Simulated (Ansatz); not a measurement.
The parent structure is MoS$_{2}$ in the 2H-MoS2 type structure (space group P6_3/mmc, No. 194; a = 3.149 Å, c = 12.090 Å; layered, stacked along the Cartesian z axis).

It is then changed as follows: Se replaces 62.5 % of the S, ordered in a cell of 12 atoms (starting symmetry P3m1) and fully relaxed.

All numbers come from plane-wave PAW DFT at the PBE-D3(BJ) level (Ansatz, an electronic-structure program, 420 eV), scalar-relativistic without spin-orbit coupling.

The zone is the changed cell's own and can be folded.

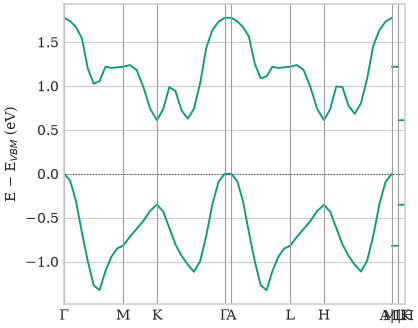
Fig. 1. Highest valence and lowest conduction band along the path of the changed cell's own zone

Read the changed gap and its character from the plot.

About 0.61 eV, indirect, Γ → K.

These are small ordered cells, not random alloys; other orderings at the same x differ. Stability against distortions was not tested. Labels are those of the standard path for the cell's own space group.
